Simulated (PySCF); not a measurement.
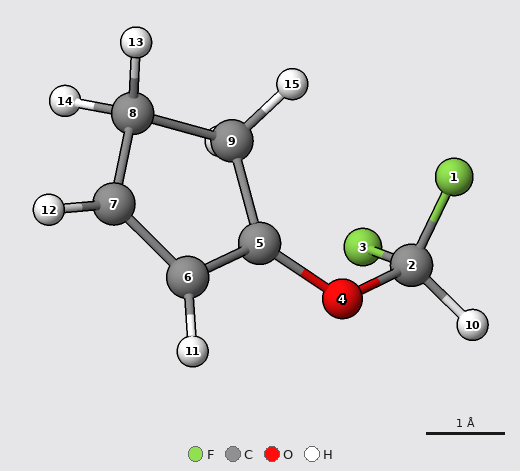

This is the input geometry for a relaxation of C6H7F2O (charge +1). Style: ball-and-stick. Shown at a tilt.

The start comes from GFN2-xTB. Its atoms were then displaced at random by about 0.01 Å.

Computed with PBE0-D3(BJ)/def2-SVP geometry optimisation, gas phase (PySCF).

```xyz
16

F     2.6478    0.4525    0.8283
C     2.2564   -0.8104    0.8683
F     2.4296   -1.3115   -0.3609
O     0.9502   -0.9000    1.2164
C    -0.0192   -0.3396    0.4915
C    -1.3796   -0.4195    0.8519
C    -2.1067    0.2596   -0.0631
C    -1.2622    0.8685   -1.1090
C     0.1459    0.4676   -0.7100
H     2.8555   -1.3565    1.6241
H    -1.7496   -0.9586    1.7236
H    -3.1838    0.3624   -0.0354
H    -1.4494    1.9583   -1.1500
H    -1.5913    0.5130   -2.0901
H     0.7961    1.3174   -0.5651
H     0.6413   -0.1056   -1.5096
```

**Where does the relaxation end?**

Over 11 geometry steps the energy falls by 19.2 kJ/mol. The atom that moves furthest after the best rigid fit is F3 (0.062 Å). By element the largest moves are F 0.062 Å, O 0.051 Å, C 0.037 Å, H 0.034 Å. Among the contacts that change: C2–O4 1.355 → 1.431 Å, O4–C5 1.334 → 1.292 Å, C5–C9 1.457 → 1.485 Å, C9–H15 1.080 → 1.103 Å. Among the angles between lasting bonds that change: C5–C9–H15 113.2° → 110.3°, F1–C2–H10 109.3° → 112.1°, F1–C2–F3 106.9° → 109.6°. The run took 2.2 min on 1 thread of Intel(R) Xeon(R) Platinum 8488C (shared host).

The structure at the end:

```xyz
16

F     2.6402    0.4632    0.7949
C     2.2891   -0.8073    0.8507
F     2.4496   -1.3636   -0.3346
O     0.9044   -0.8835    1.2029
C    -0.0191   -0.3204    0.4959
C    -1.3777   -0.4335    0.8671
C    -2.1132    0.2546   -0.0574
C    -1.2786    0.8748   -1.1070
C     0.1502    0.4828   -0.7413
H     2.8282   -1.3511    1.6381
H    -1.7382   -0.9794    1.7389
H    -3.2037    0.3445   -0.0327
H    -1.4386    1.9681   -1.1296
H    -1.5879    0.5241   -2.1081
H     0.8162    1.3417   -0.5522
H     0.6600   -0.1173   -1.5147
```

After the run, drawn alike:

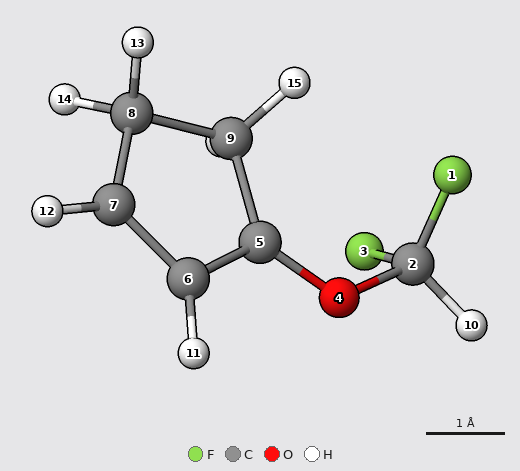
